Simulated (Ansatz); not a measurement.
Cost and result by functional for the adsorption energy of SiH3 on the 1x1 (100) surface of monoclinic HfO2 (cut with top plane 2 O), one in a 1x1 cell, started at the site 'top O', in Ansatz (plane waves, PAW). Single points on the PBE structure, on one kind of machine; costs are rough ratios of the slab run's core time (references not counted) to the cheapest single point. r2SCAN's cost holds its higher cutoff (500 against 420 eV). Differences are taken against r2SCAN for comparison alone: no measured value is at hand, so the table doesn't rank accuracy. The points keep PBE's geometry, so the relaxation of a polaron and the settling of charge on one site are left out.

Host crystal: monoclinic HfO2, with a band gap (PBE, scalar-relativistic without spin-orbit coupling).

Set-up: 28 atoms, 9.3 Å thick at the start under the adsorbate (thin: gaps and levels are the slab's own); mesh 4x4x1; 0.01 eV smearing; dipole correction on; 12 atoms held, the rest relaxed; no symmetry held; spin-polarised, no spin-orbit, no U, no dispersion correction. The starting moment vanished. At the end it is bonded to O. In PBE it is, or lies within 0.03 eV of, the lowest of the starts that converged. These notes are the PBE run's. RPBE: The program's check for a lower electronic state was not made. r2SCAN: The program's check for a lower electronic state was not made. Adsorption energies are against SiH4(g) − ½ H2(g). A negative adsorption energy means that the adsorbate is more stable on the surface than in its reference.

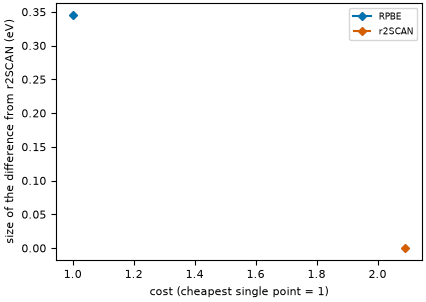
Difference from r2SCAN against cost

```csv
functional,relative cost,adsorption energy (eV),less r2SCAN (eV)
RPBE,1,0.66,0.35
r2SCAN,2,0.32,0.00
PBE (the relaxed run's value),–,0.37,0.05
```

The values span 0.35 eV, while the single points' costs differ by a factor of roughly 2. Differences are of unrounded values.

Ansatz is an electronic-structure program.
